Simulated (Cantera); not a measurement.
Charge: 1 mol Si3N4, 0.0027 mol Si, 0.072 mol H2, held at 75.0 Torr.

Method: chemical equilibrium by Gibbs-energy minimisation in Cantera with the NASA 1993 tables (ideal gas, pure condensed phases). Candidate condensed phases: Si, Si3N4; 18 gas species. Mutual solubility and eutectic melting of coexisting phases are not modelled. The tables' values for SiN are old estimates; treat these amounts as uncertain. Gases not in the tables: Si2H6 and higher silanes. Kinetics and transport are ignored.

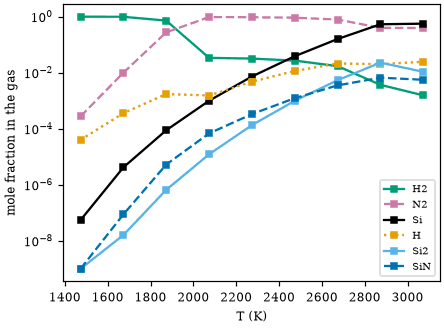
*Equilibrium gas composition (values under 1e-9 drawn at 1e-9)*

From 1473 K to 1673 K the condensed part is Si(s) + Si3N4(s). At 1873 K the condensed part is Si(l) + Si3N4(s). From 2073 K to 2873 K the condensed part is Si(l). At 3073 K nothing is condensed. The main Si-bearing gas is SiH2 at 1473 K and Si at 3073 K.
